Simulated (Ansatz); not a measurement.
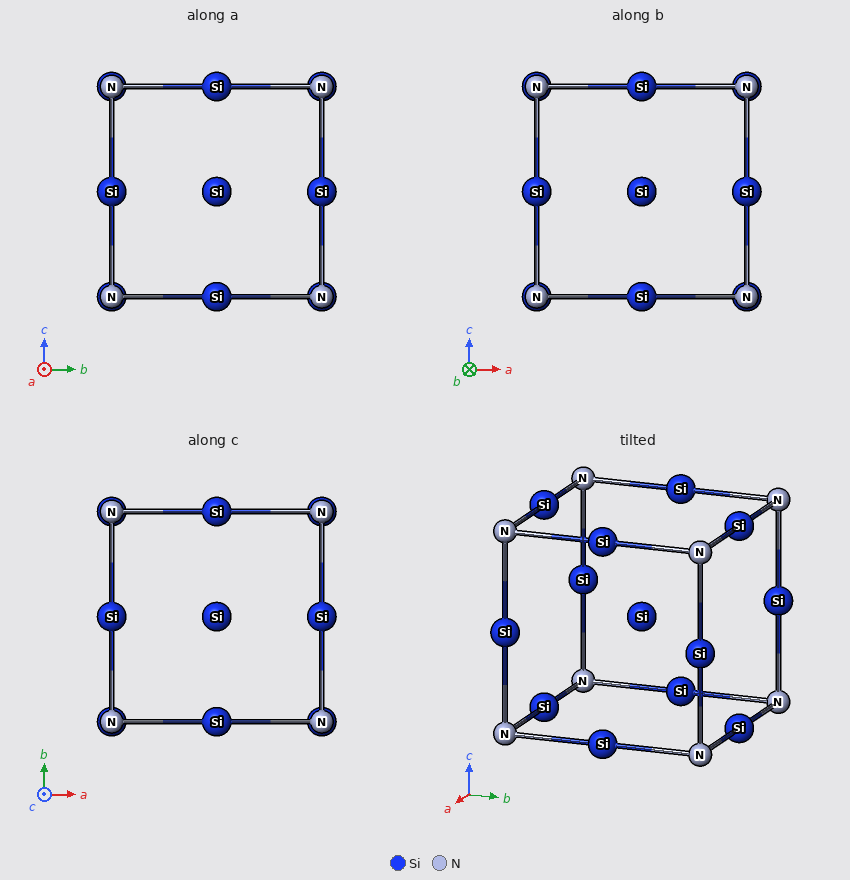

This ball-and-stick model is shown along the a axis, along the b axis, along the c axis and slightly off an axis. The parallelepiped is the conventional unit cell.

Lattice parameters: a = 4.039 Å, b = 4.039 Å, c = 4.039 Å, α = 90.00°, β = 90.00°, γ = 90.00°. Put a along x and b in the xy plane.

> From the views, write a POSCAR file.

```
Si N
1.0
     4.039    0.000    0.000
     0.000    4.039    0.000
     0.000    0.000    4.039
Si N
4 1
Direct
  0.5000 0.0000 0.0000
  0.0000 0.5000 0.0000
  0.0000 0.0000 0.5000
  0.5000 0.5000 0.5000
  0.0000 0.0000 0.0000
```

Starting structure: a structure type filled with these elements by a generator (whether the compound takes this form wasn't checked). The final geometry of a relaxation with DFT PBE, scalar-relativistic, plane waves, PAW (Ansatz) is shown.
